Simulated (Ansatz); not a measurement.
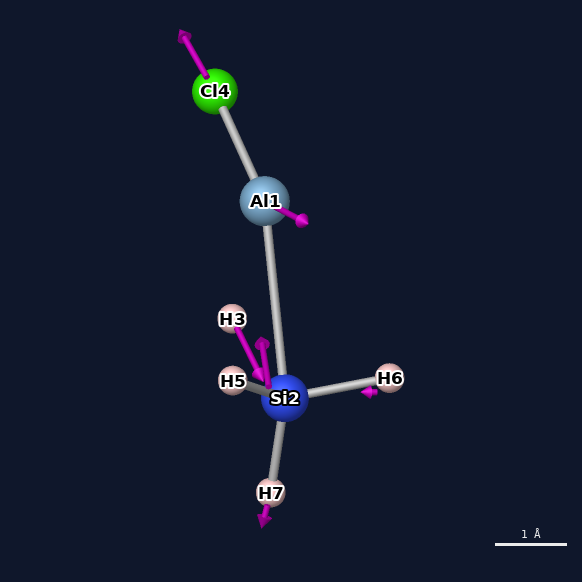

Arrows show the forces on the atoms, 0.4 Å of arrow for 1 eV/Å; forces under a tenth of the largest aren't drawn. Level of theory: RHF-CCSD(T) (frozen core)/def2-TZVPP (Ansatz 0.2.0).

Question: Along which bond is the force strongest?

Answer: Al1–Cl4, now 2.014 Å: the forces push its atoms apart, so a first step downhill lengthens it.

List the force components in the frame of the picture (x right, y up, z towards the viewer), in eV/Å.

```csv
atom,Fx,Fy,Fz
Al1,1.15,−0.60,1.92
Si2,−0.28,1.78,−2.17
H3,0.94,−1.91,1.67
Cl4,−0.97,1.70,−1.55
H5,−0.05,−0.13,0.20
H6,−0.58,0.00,0.17
H7,−0.22,−0.84,−0.24
```
